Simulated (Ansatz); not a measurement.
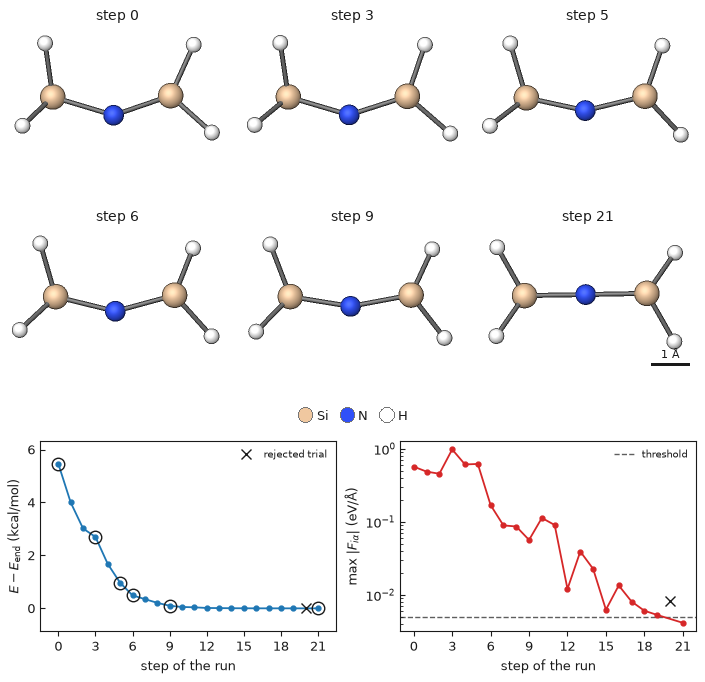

Frames of a relaxation of Si₂NH₄ (charge −1), marked on the history of the run. Style: ball-and-stick. Shown face on.

Method: RKS PBE0-D4/def2-TZVPD (Ansatz). Set-up: force threshold 0.005 eV/Å; at most 200 steps.

Question: Describe the path.

Answer: The N atom moves most after the best rigid fit: 0.58 Å. By element the largest moves are N 0.58 Å, H 0.48 Å, Si 0.47 Å. Among the contacts that change: N–Si 1.725 → 1.641 Å, H–Si 1.474 → 1.515 Å, N–Si 1.609 → 1.641 Å, H–Si 1.496 → 1.515 Å. Among the angles between lasting bonds that change: Si–N–Si 139.5° → 179.8°, N–Si–H 133.1° → 114.7°, N–Si–H 102.1° → 114.7°. Over 20 accepted moves (21 points after the start) the energy falls by 5.46 kcal/mol. The largest force component goes from 0.57 to 0.0042 eV/Å. The line search rejected the trial step at point 20 of the run. From step 0 to 3: a Si atom moves most (0.36 Å), energy −2.76 kcal/mol. From step 3 to 5: an H atom moves most (0.24 Å), energy −1.74 kcal/mol. From step 5 to 6: H atoms move most (0.20 Å), energy −0.47 kcal/mol. From step 6 to 9: an H atom moves most (0.15 Å), energy −0.40 kcal/mol. From step 9 to 21: the N atom moves most (0.32 Å), energy −0.10 kcal/mol.
